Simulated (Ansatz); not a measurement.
The calculation's input:

```
crystal:
  periodic: [false, false, false]
  atoms:
    - {symbol: C, position_ang: [-0.734186, -0.254488, 1.416820]}
    - {symbol: C, position_ang: [-1.097386, -0.704265, 0.001512]}
    - {symbol: Ga, position_ang: [-1.334152, 0.718580, -1.343127]}
    - {symbol: H, position_ang: [0.213112, 0.308843, 1.435811]}
    - {symbol: H, position_ang: [-2.030872, -1.299894, 0.001547]}
    - {symbol: H, position_ang: [-0.335422, -1.399046, -0.402044]}
    - {symbol: H, position_ang: [-1.153662, 2.230429, -0.953141]}
    - {symbol: H, position_ang: [-1.707455, 0.343201, -2.821924]}
    - {symbol: H, position_ang: [-1.504098, 0.408137, 1.844878]}
    - {symbol: H, position_ang: [-0.618770, -1.106986, 2.108259]}
basis:
  gaussian:
    orbitals: def2-TZVPD
hamiltonian:
  xc: pbe0
output: {forces: true, orbitals: {seedname: orbitals}}
```

Run with:

```sh
ansatz run input.yaml --threads 2 --pin off --max-ram 4350MiB --events-out events.jsonl --progress --plain --runs-dir runs
```

Geometry: r2SCAN-D4/def2-SVP.

These are results of isolated molecule in a Gaussian basis; Kohn-Sham density functional theory, functional PBE0 (Ansatz), not measurements.

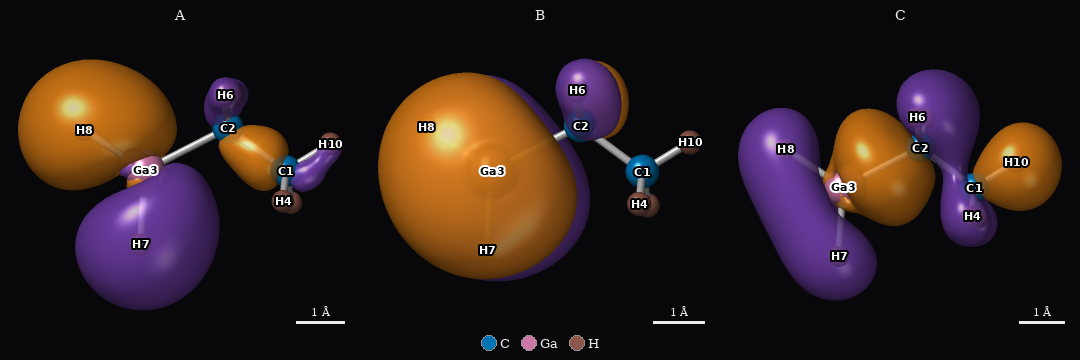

C2H7Ga. Three frontier orbitals at ±0.06 Å⁻³ᐟ² (orange and purple are the two phases), in no order.

**Which picture is the HOMO−1, the HOMO and the LUMO?**

A is the HOMO−1 (−8.24 eV). It lies mainly on Ga3 (about 35 %), H7 (about 30 %) and H8 (about 30 %). C is the HOMO (−7.52 eV). Its weight (Hirshfeld) is mainly on C2 (about 35 %), Ga3 (about 25 %), C1 (about 10 %), H8 (about 5 %) and H7 (about 5 %). B is the LUMO (−1.38 eV). By Hirshfeld shares it lies mainly on Ga3 (about 80 %).

**What is the HOMO–LUMO gap?**

6.14 eV between the orbital energies.
